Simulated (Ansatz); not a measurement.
CH3FNSi: several calculations on one system

Part 1: Relaxation

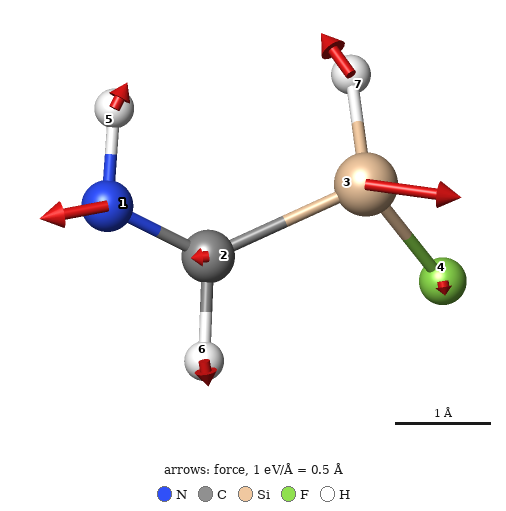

Starting geometry of CH$_{3}$FNSi (charge −1) with the computed forces as red arrows. A ball-and-stick model, seen at a tilt.

The run prepares an end point of a later path (torsion) calculation, from a guessed geometry.

Method: RKS revPBE-D4/6-31G* (Ansatz 0.2.0). Settings: no spin polarisation; force threshold 0.015 eV/Å; at most 40 steps.

Is this structure relaxed? If not, where do the atoms go?

Answer. It isn't relaxed: the largest force vector, on Si3, is 2.07 eV/Å. The final displacements follow the starting forces only in part (cosine between the two patterns 0.38). The atom that moves furthest after the best rigid fit is H7 (0.25 Å). Largest moves by element: H 0.25 Å, F 0.18 Å, Si 0.15 Å, C 0.05 Å, N 0.05 Å. Near-neighbour distances that change, for instance: C2–Si3 1.838 → 1.947 Å, Si3–H7 1.491 → 1.574 Å, C2–H6 1.103 → 1.121 Å, N1–H5 1.029 → 1.047 Å. Bond angles that change, for instance: C2–Si3–H7 107.2° → 92.9°, C2–Si3–F4 104.8° → 99.3°, F4–Si3–H7 96.4° → 100.9°. Over 14 geometry steps the energy falls by 6.02 kcal/mol. Largest force component: 2.1 eV/Å at the start, 0.012 eV/Å at the end.

Limits of the set-up: the basis has no diffuse functions, which an anion needs.

Part 2: Relaxation

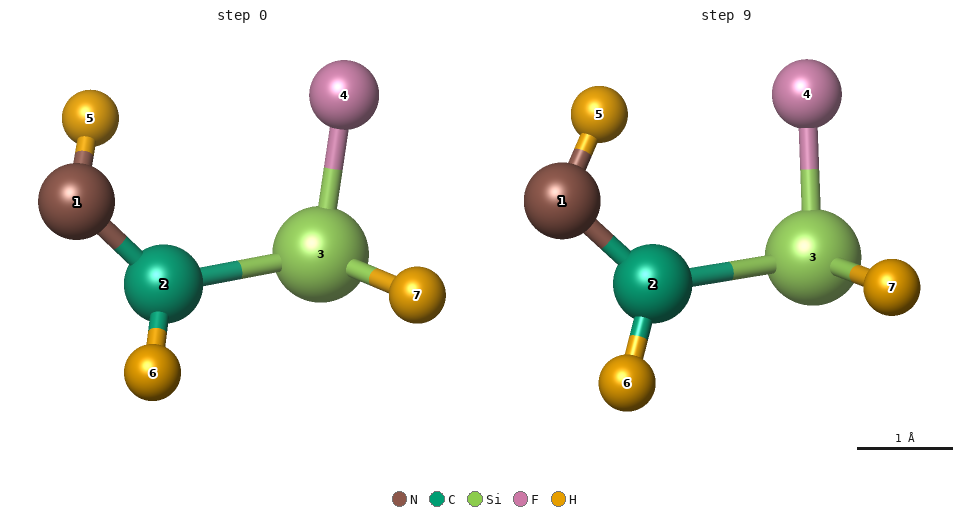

The structure of CH₃FNSi (charge −1) before (left) and after (right) a relaxation, at one scale.

The picture is a ball-and-stick view, seen at a tilt.

The run prepares an end point of a later path (torsion) calculation, from a guessed geometry.

Theory: RKS revPBE-D4/6-31G* in Ansatz.

Input
```yaml
crystal:
  periodic: [false, false, false]
  atoms:
    - { symbol: "N", position_ang: [0.82918, 0.76958, -1.32281] }
    - { symbol: C, position_ang: [-0.0623, 0.62308, -0.38674] }
    - { symbol: Si, position_ang: [0.01773, -0.46587, 1.09151] }
    - { symbol: F, position_ang: [1.65372, -0.93305, 1.2007] }
    - { symbol: H, position_ang: [1.46037, -0.04324, -1.3463] }
    - { symbol: H, position_ang: [-0.72096, 1.50467, -0.31931] }
    - { symbol: H, position_ang: [0.01751, 0.41961, 2.29102] }
total_charge: -1
basis:
  gaussian: { orbitals: "6-31G*" }
hamiltonian:
  xc: revpbe
  dispersion: d4
relax:
  f_tol: 0.015
  max_steps: 40
```

Launched with:
```bash
ansatz run input.yaml --threads 1 --pin off --max-ram 2048MiB --backend cpu --events-out ev --progress --plain --runs-dir out
```

**What changed between the two?**

The energy falls by 14.1 kcal/mol in 9 geometry steps. The largest force component goes from 2.7 to 0.0077 eV/Å. The largest moves after the best rigid fit, 0.32 Å, are those of F4 and H5. By element the largest moves are H 0.32 Å, F 0.32 Å, Si 0.12 Å, C 0.11 Å, N 0.02 Å. Near-neighbour distances that change, for instance: C2–Si3 1.838 → 1.941 Å, Si3–H7 1.491 → 1.576 Å, C2–H6 1.103 → 1.121 Å, N1–H5 1.029 → 1.044 Å. Bond angles that change, for instance: C2–Si3–H7 107.2° → 92.2°, C2–Si3–F4 104.8° → 95.7°, C2–N1–H5 110.3° → 105.1°. The run took roughly 24 core-seconds on a shared host.

Limits of the set-up: the basis has no diffuse functions, which an anion needs.

Part 3: Path

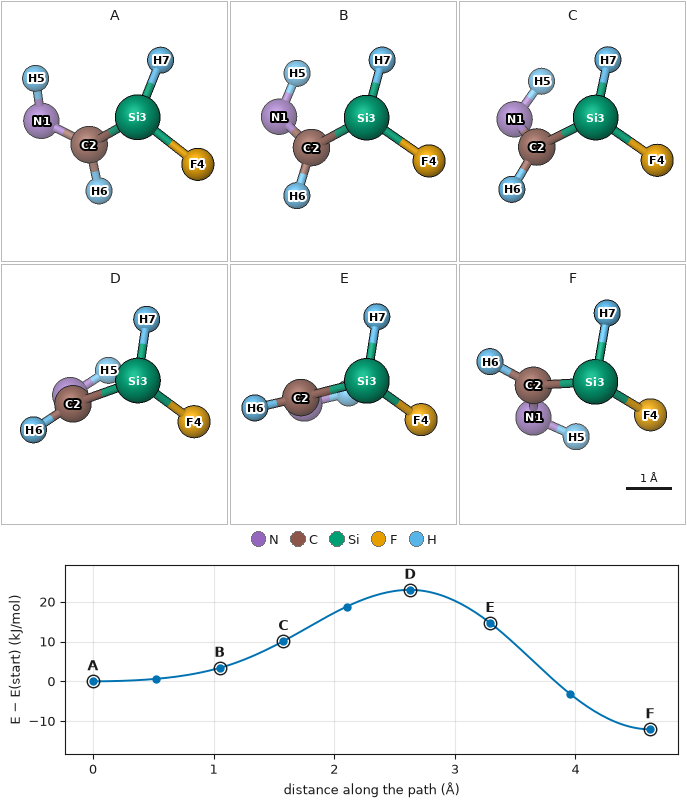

A search for the minimum-energy path of CH$_{3}$FNSi (charge −1) by the nudged elastic band. Images are numbered from 0 (start) to 8 (end). Frames A to F are images 0, 2, 3, 5, 6, 8. A ball-and-stick model, seen from a free direction.

Level of theory: Ansatz 0.2.0, RKS revPBE-D4/6-31G*. Run with 7 movable images; climbing image; force threshold 0.05 eV/Å; iteration limit 60; starting path by image-dependent pair potential.

> What happens along the path, and what is the barrier?

Forward barrier 23.0 kJ/mol, backward barrier 35.1 kJ/mol, with image 5 at the top; the reaction energy is −12.1 kJ/mol. The motion is a rotation about the C2–Si3 bond by about 175°. No bond forms or breaks between the ends. Bond angles that change up to the highest image, for instance: C2–Si3–H7 92.9° → 89.2°, C2–Si3–F4 99.3° → 96.3°. The band is converged.

Limits of the set-up: the basis has no diffuse functions, which an anion needs.
